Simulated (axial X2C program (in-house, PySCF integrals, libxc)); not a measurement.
# WB: relativistic diatomic calculation

WB, single determinant with Ω = 5/2. Level asked for: PBE0, two-component X2C with atomic mean-field Coulomb and Gaunt terms, W dyall-cv3z, B dyall-v3z (cores contracted) (axial X2C program (in-house, PySCF integrals, libxc)).

**Input**
```
{"zs": [74, 5], "q": 0, "bas": ["dyall-cv3z", "dyall-v3z"], "levels": ["PBE0", "HF", "TPSSh"], "cc": true, "r0": 2.22, "thr": -1.0, "nmax": 90, "npts": 10, "nst": 2, "ntry": 6}
```

The line is the task of a batch: nuclear charges, charge, bases, the levels to run, a first guess of the distance and further settings. This report covers PBE0 with spin-orbit coupling. The log is that of the reference distance 2.102 Å, started from orbitals converged before.

Hardware: 1 thread of AMD EPYC (Zen 3), 24 GiB of memory available, shared host.

Launched within a batch (the task file carries these settings):
```bash
python <driver script> task.json out
```

**Output**
```
two-component X2C + atomic mean field  PBE0
basis functions 227  fitting functions 1157  grid points 5078
iter        total energy     max residual
   1     -16166.951076380     1.59e-05
   2     -16166.951076381     2.27e-06
converged
one-electron -22352.79754022  Coulomb 6439.14222876  exact exchange -81.78534482  xc functional -250.64991364  nuclear repulsion 93.14727309  atomic mean-field constant -14.00777956
```

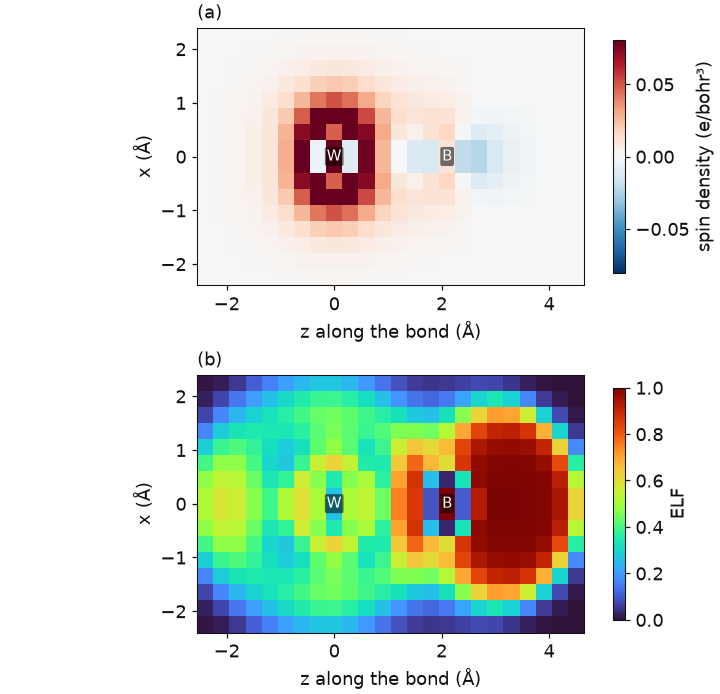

**Figure 1.** (a) spin density; (b) electron localisation function, in a plane that holds the axis, at 2.10 Å, on points 0.3 Å apart (one half computed, the other mirrored); the structure near the nuclei is finer than these points.

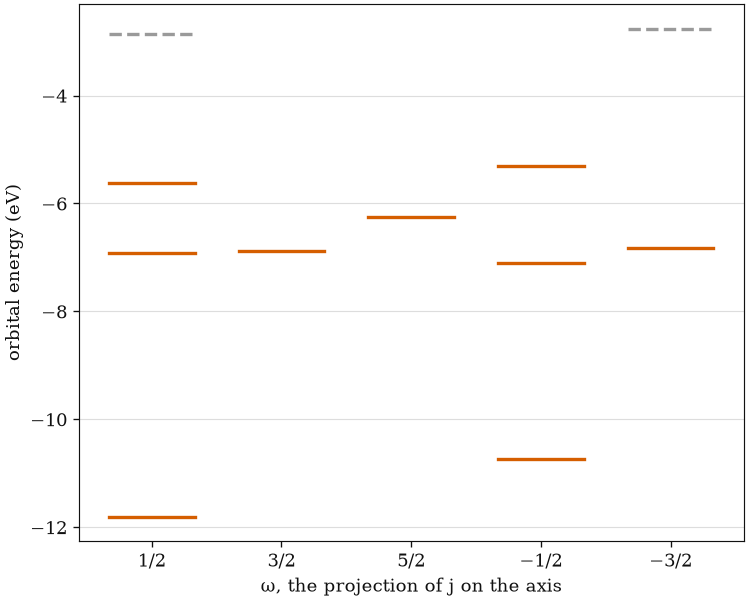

**Figure 2.** Orbital energies near the frontier at 2.10 Å, filled (solid) and empty (dashed). The highest filled spinor (−1/2; 59 % B p, 13 % W d) lies at −5.30 eV, the lowest empty one (1/2; 46 % W d, 46 % B p) at −2.86 eV.

**What the run reported**

| quantity | value |
| --- | --- |
| outcome | not converged in a step after the SCF shown |
| wall time | 11 s |
| peak memory | 0.65 GiB |

**Diagnosis**

The SCF whose log is shown converged, but a later step did not. The run therefore gave no full result.
